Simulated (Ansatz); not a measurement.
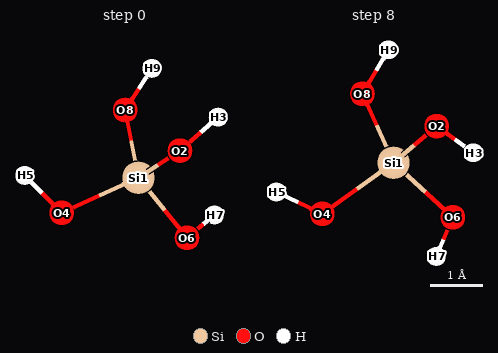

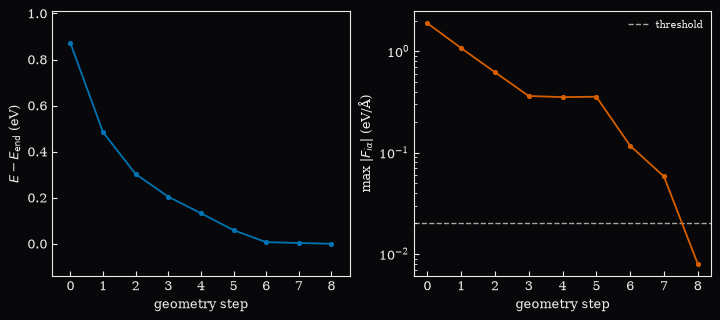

First and last geometry of a relaxation of SiH4O4, with the history of the run. Style: ball-and-stick. Shown at a tilt.

The run prepares the start of a later molecular dynamics calculation, from a guessed geometry.

All numbers below come from RKS BLYP-D4/6-31G in Ansatz.

The input:
```yaml
crystal:
  periodic: [false, false, false]
  atoms:
    - { symbol: Si, position_ang: [0.0, 0.0, 0.0] }
    - { symbol: O, position_ang: [0.0, 0.0, 1.68] }
    - { symbol: H, position_ang: [-0.9095, -0.2814, 2.0171] }
    - { symbol: O, position_ang: [1.5842, 0.0, -0.5594] }
    - { symbol: H, position_ang: [1.9006, -0.9521, -0.6761] }
    - { symbol: O, position_ang: [-0.7913, 1.3709, -0.5594] }
    - { symbol: H, position_ang: [-1.7491, 1.1401, -0.7818] }
    - { symbol: O, position_ang: [-0.7913, -1.3709, -0.5594] }
    - { symbol: H, position_ang: [-1.2459, -1.8365, 0.2129] }
basis:
  gaussian: { orbitals: "6-31G" }
hamiltonian:
  xc: blyp
  dispersion: d4
relax:
  f_tol: 0.02
  max_steps: 40
```

Launched with:
```bash
ansatz run input.yaml --threads 1 --pin off --max-ram 2048MiB --backend cpu --events-out ev --progress --plain --runs-dir out
```

> Did the run converge, and what did it change?

It converged. The largest move after the best rigid fit is that of H7, 0.97 Å. By element the largest moves are H 0.97 Å, O 0.51 Å, Si 0.32 Å. Among the contacts that change: Si1–O2 1.680 → 1.716 Å, O2–H3 1.010 → 0.983 Å. Bond angles that change, for instance: Si1–O4–H5 109.5° → 119.5°, Si1–O6–H7 109.5° → 119.4°, O2–Si1–O4 109.4° → 118.4°. Groups turn about Si1–O2 by about 110°, Si1–O6 by about 110°, Si1–O8 by about 25°. The energy falls by 0.871 eV in 8 geometry steps. Largest force component: 1.9 eV/Å at the start, 0.008 eV/Å at the end. Cost: 12 s on 1 thread of Intel(R) Xeon(R) 6975P-C (Granite Rapids), on a shared host, peak memory 0.13 GiB.

```csv
step,"E − E(0), eV","largest force component, eV/Å"
0,0.0000,1.8964
1,-0.3863,1.0768
2,-0.5683,0.6227
3,-0.6666,0.3625
4,-0.7383,0.3535
5,-0.8117,0.3564
6,-0.8638,0.1172
7,-0.8675,0.0582
8,-0.8708,0.0080
```

Limits of the set-up: the basis has no polarisation functions, which atoms past neon need.
